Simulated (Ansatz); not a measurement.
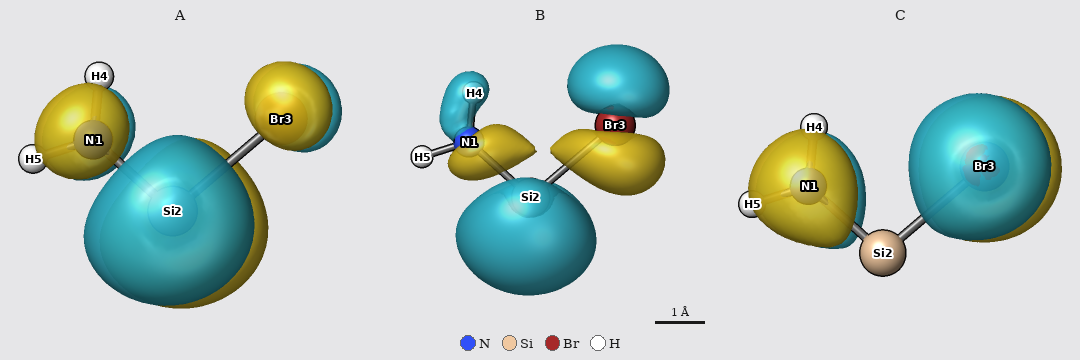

The picture shows: BrH₂NSi (SMILES N[Si]Br). Three frontier orbitals at ±0.1 Å⁻³ᐟ² (yellow and cyan are the two phases), in no order.

All numbers below come from RKS PBE0/def2-SVP (Ansatz 0.2.0).

Input

```
crystal:
  periodic: [false, false, false]
  atoms:
    - { symbol: "N", position_ang: [-0.7524, 0.2957, -0.2836] }
    - { symbol: Si, position_ang: [-0.3118, -0.7005, 0.961] }
    - { symbol: Br, position_ang: [1.8503, -0.8571, 0.7124] }
    - { symbol: H, position_ang: [-0.2329, 1.2396, -0.2218] }
    - { symbol: H, position_ang: [-0.5033, -0.0513, -1.2094] }
basis:
  gaussian: { orbitals: def2-SVP }
hamiltonian:
  xc: pbe0
relax:
  f_tol: 0.015
  max_steps: 40
output:
  orbitals: {}
```

Command:

```sh
ansatz run input.yaml --threads 1 --pin off --max-ram 2048MiB --backend cpu --events-out ev --progress --plain --runs-dir out
```

The fields are those of the relaxed geometry.

Which picture is the HOMO−1, the HOMO and the LUMO?

C is the HOMO−1 (−8.02 eV). Its weight (Hirshfeld) is mainly on Br3 (about 65 %) and N1 (about 25 %); it changes sign across the molecular plane (π type). B is the HOMO (−6.99 eV). Its weight (Hirshfeld) is mainly on Si2 (about 60 %), Br3 (about 30 %) and N1 (about 5 %); it is symmetric in the molecular plane (an in-plane orbital: σ, lone-pair or in-plane π type). A is the LUMO (−1.57 eV). It lies mainly on Si2 (about 75 %), N1 (about 15 %) and Br3 (about 10 %); it changes sign across the molecular plane (π type).

What is the HOMO–LUMO gap?

5.42 eV between the orbital energies.
